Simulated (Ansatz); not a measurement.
# C₂H₃GaO (SMILES O[C]1=[CH][GaH]1): what the fields show

Input file:

```
crystal:
  periodic: [false, false, false]
  atoms:
    - {symbol: O, position_ang: [-1.628413, 0.776848, -0.130510]}
    - {symbol: C, position_ang: [-0.422959, 0.193869, -0.064523]}
    - {symbol: C, position_ang: [0.351876, -0.021206, 1.031830]}
    - {symbol: Ga, position_ang: [1.215112, -0.678152, -0.502316]}
    - {symbol: H, position_ang: [-1.917674, 0.780299, -1.046998]}
    - {symbol: H, position_ang: [0.206443, 0.209610, 2.083923]}
    - {symbol: H, position_ang: [2.256916, -1.329167, -1.417207]}
basis:
  gaussian: {orbitals: def2-TZVPP}
hamiltonian: {xc: pbe0, dispersion: d4}
output: {orbitals: {seedname: orbitals}}
```

Run with:

```sh
ansatz run in.yaml --threads 2 --pin off --events-out ev --progress --plain --max-ram 4352MiB
```

Geometry: PBE0-D4/def2-TZVP.

Level of theory: RKS PBE0-D4/def2-TZVPP (Ansatz 0.2.0).

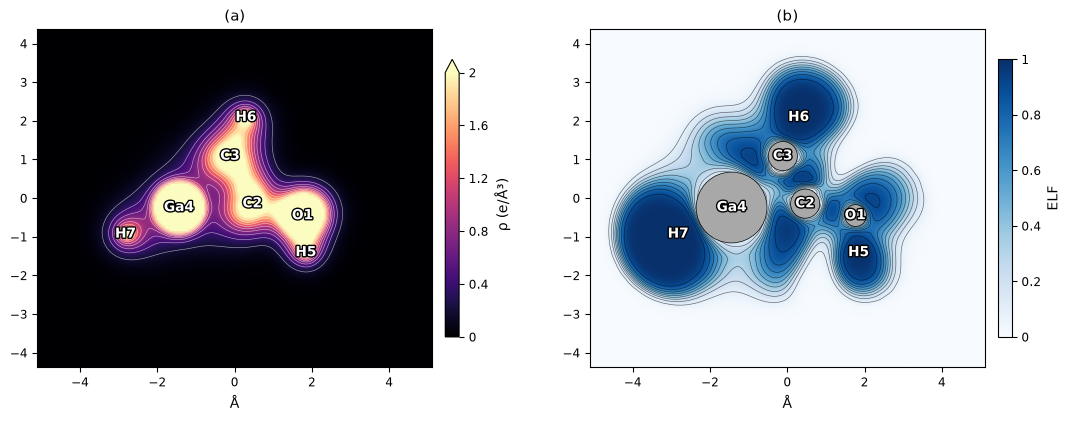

Figure 1. (a) total electron density; (b) ELF on the molecular plane. Grey discs cover the atomic cores in the ELF map.

What does the map show?

Answer.
- Atoms in the plane: O, C, Ga and H.
- C–O (1.34 Å): the density is about 2.4 e/Å³ at the midpoint; the ELF peaks at about 0.90 between the atoms (a shared but strongly polarised pair).
- C–C (1.36 Å): the density is about 2.3 e/Å³ at the midpoint; the ELF peaks at about 0.90 between the atoms: localised, covalent bonding.
- C–Ga (1.88 Å): the density is about 0.82 e/Å³ at the midpoint; the ELF peaks at about 0.70 in the valence shell of C, 0.7 Å from its nucleus, and is about 0.30 at the midpoint.
- O–H (0.96 Å): ρ is about 3.9 e/Å³ halfway; the ELF climbs to about 1 towards the hydrogen, as it does in any bond to H; an ordinary covalent bond to hydrogen.
- C–H (1.09 Å): ρ is about 2 e/Å³ halfway; the ELF climbs to about 1 towards the hydrogen; a covalent bond by its length.
- The ELF also peaks beside O1, away from the bonds: lone-pair regions.

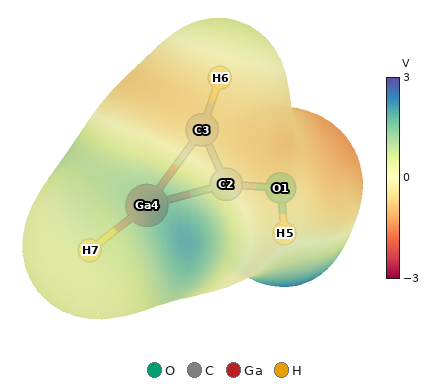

Figure 2. The molecular electrostatic potential painted on the density surface at 0.002 e/bohr³, seen at a tilt; red is negative and blue positive.

Where is the surface potential most negative and most positive?

Answer. The most negative region (about −1.3 V) lies over O1, the most positive (about +2.6 V) over H5. O1 is the likeliest acceptor of a hydrogen bond.

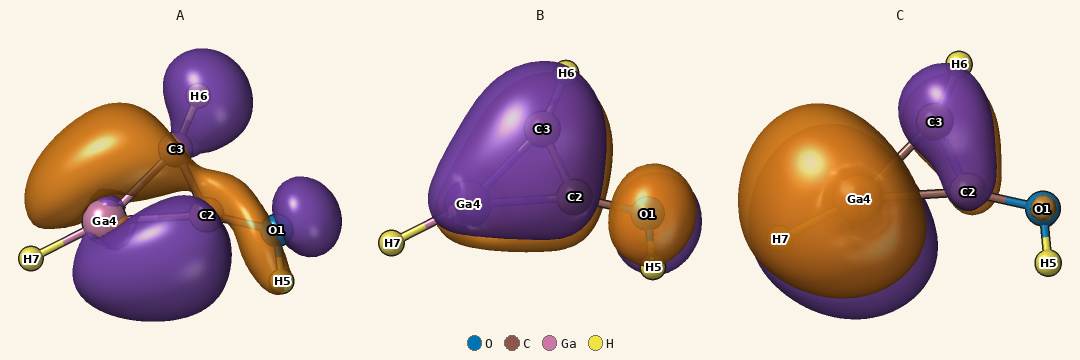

Figure 3. Three frontier orbitals at ±0.08 Å⁻³ᐟ² (orange and purple are the two phases), in no order.

Which picture is the HOMO−1, the HOMO and the LUMO?

Answer. B is the HOMO−1 (−7.14 eV). It lies mainly on C3 (about 40 %), C2 (about 20 %), O1 (about 20 %) and Ga4 (about 15 %); it changes sign across the molecular plane (π type); π-bonding across C2–C3, C2–Ga4 and C3–Ga4; π-antibonding (a node) across O1–C2. A is the HOMO (−6.58 eV). By Hirshfeld shares it lies mainly on Ga4 (about 30 %), C2 (about 30 %), C3 (about 20 %), O1 (about 10 %) and H6 (about 5 %); it is symmetric in the molecular plane (an in-plane orbital: σ, lone-pair or in-plane π type). C is the LUMO (−0.71 eV). Its weight (Hirshfeld) is mainly on Ga4 (about 75 %), C3 (about 10 %) and H7 (about 5 %); it changes sign across the molecular plane (π type).

What is the HOMO–LUMO gap?

Answer. 5.87 eV between the orbital energies.

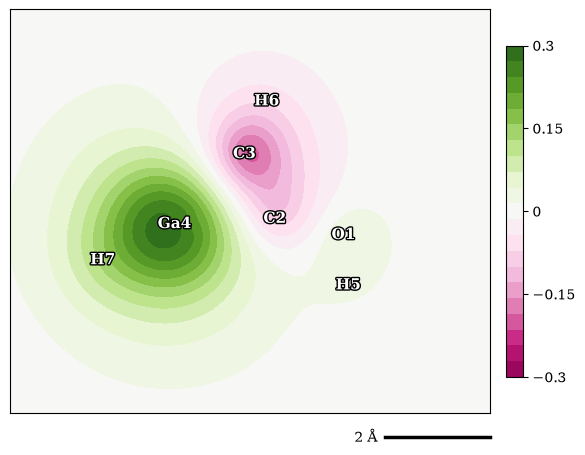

Figure 4. The LUMO on a plane 0.8 Å above the molecular plane (values in Å⁻³ᐟ²; the overall sign is arbitrary).

Where does this orbital lie, and at what energy?

Answer. It lies mainly on Ga4 (about 75 %), C3 (about 10 %) and H7 (about 5 %); it changes sign across the molecular plane (π type). Its energy is −0.71 eV.
